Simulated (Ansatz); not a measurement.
InBH₃OF: single-point calculation

The run: single-point calculation of InBH₃OF, SMILES FB[O][InH2]. Method and program: RKS PBE0-D4/def2-TZVPP (Ansatz 0.2.0).

The geometry comes from this level: PBE0-D4/def2-TZVP.

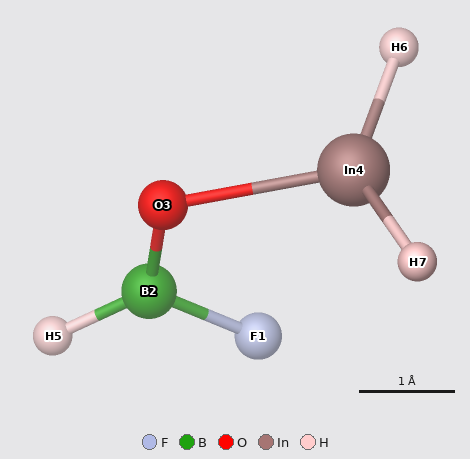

*The structure as given in the input (ball-and-stick view, seen at a tilt; atoms are numbered from 1 in the order of the input). Sticks mark near contacts.*

Bond lengths as drawn: B–F 1.39 Å, B–H 1.19 Å, B–O 1.31 Å, H–In 1.70 Å and In–O 2.07 Å.

Key numbers

- outcome: converged
- total energy: −10662.4165 eV
- mean-field energy: −10662.3166 eV
- dispersion energy: −0.0999 eV
- SCF solution under orbital rotations: stable
- HOMO: −8.77 eV
- LUMO: −1.65 eV
- hardware: 2 threads of Arm Neoverse N1, 23 GiB of memory available, shared host
- wall time: 5 s (CPU time 9.7 s)
- peak memory: 0.35 GiB

The input
```yaml
crystal:
  periodic: [false, false, false]
  atoms:
    - {symbol: F, position_ang: [-0.113271, -1.450357, 0.494368]}
    - {symbol: B, position_ang: [1.014683, -0.662199, 0.658436]}
    - {symbol: O, position_ang: [0.954092, 0.556624, 0.179801]}
    - {symbol: In, position_ang: [-0.910862, 0.809509, -0.671246]}
    - {symbol: H, position_ang: [1.933640, -1.176255, 1.222995]}
    - {symbol: H, position_ang: [-2.003915, 1.478630, 0.448978]}
    - {symbol: H, position_ang: [-0.874366, 0.444049, -2.333332]}
basis:
  gaussian: {orbitals: def2-TZVPP}
hamiltonian: {xc: pbe0, dispersion: d4}
output: {orbitals: {seedname: orbitals}}
```

Launched with:
```bash
ansatz run in.yaml --threads 2 --pin off --events-out ev --progress --plain --max-ram 4352MiB
```

Output
```
Functional definition: PBE0
  name "PBE0"
  cite "Adamo & Barone, J. Chem. Phys. 110, 6158 (1999) doi:10.1063/1.478522"
  cite "Perdew, Burke & Ernzerhof, Phys. Rev. Lett. 77, 3865 (1996) doi:10.1103/PhysRevLett.77.3865"
  parent pbe
  parameter a = 0.25
  parameter kappa = 0.804
  parameter beta = 0.06672455060314922
  exchange = (1 - a)*pbe_x(kappa = kappa, mu = beta*pi^2/3) + a*exact_x
  correlation = pbe_c(beta = beta)
1134 factors; their error is unknown
mean field evaluation 1: about -10656.0787 eV, gradient 6.1e1 eV
mean field evaluation 2: about -10630.6864 eV, gradient 1.3e2 eV
mean field evaluation 4: about -10662.1142 eV, gradient 1.0e1 eV
mean field evaluation 8: about -10662.3164 eV, gradient 3.5e-1 eV
mean field evaluation 16: about -10662.3166 eV, gradient 2.2e-5 eV
mean field -10662.31656007 eV, -391.8329064049 hartree, gradient 2.2e-5 eV, S^2 0.000000; 0 other end points of the search recorded, 0 dependent functions left out
reference -10662.31660078 eV, -391.8329079008 hartree; 23, 23 occupied and 162, 162 virtual orbitals, 1134 factors
Total energy: -10662.41654285 eV, -391.8365807042 hartree
```

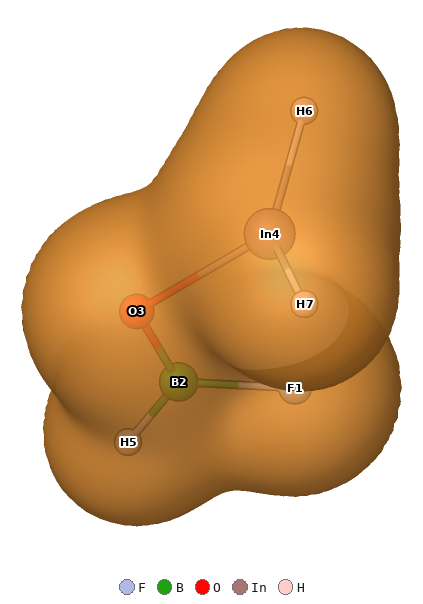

*Isosurface of the electron density at 0.05 e/Å³ (orange), seen at an oblique angle.*

At this value the surface is in one piece. On the grid the lowest density along these lines, outside the cores, is 1.8 e/Å³ (B–O, 1.31 Å), 1.2 e/Å³ (B–F, 1.39 Å), 0.65 e/Å³ (In–O, 2.07 Å) and 1.3 e/Å³ (B–H, 1.19 Å).

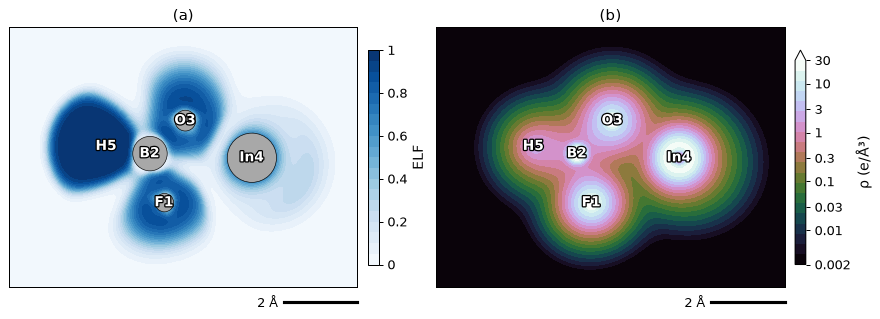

*(a) electron localisation function; (b) total electron density on the plane of atoms B2, O3 and In4. Grey discs, where drawn, cover atomic cores.*

The plane passes through F, B, O, In and H nuclei. In–O (2.07 Å): ρ is about 0.65 e/Å³ halfway; the ELF peaks at about 0.85 in the valence shell of O, 0.6 Å from its nucleus, and drops to about 0.15 between the two atoms. B–H (1.19 Å): ρ is about 1.3 e/Å³ halfway; the ELF climbs to about 1 towards the hydrogen, as it does in any bond to H (a covalent bond by its length).

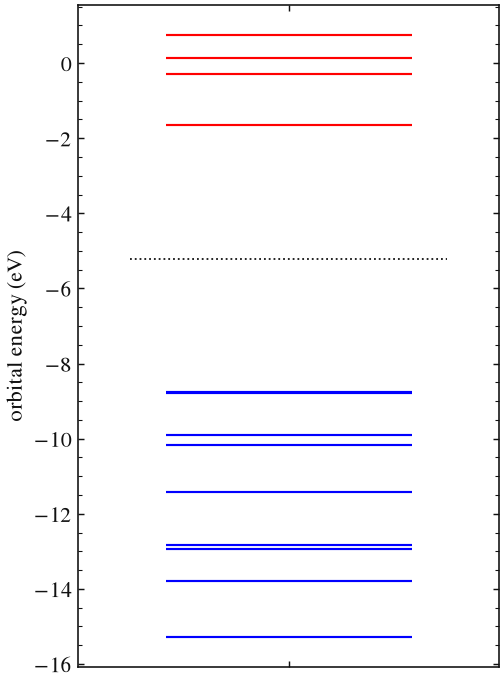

*Orbital energies near the frontier; the dotted line parts filled from empty levels, and levels within 0.02 eV of each other stand side by side.*

Highest filled −8.77 eV, lowest empty −1.65 eV, 7.12 eV apart.
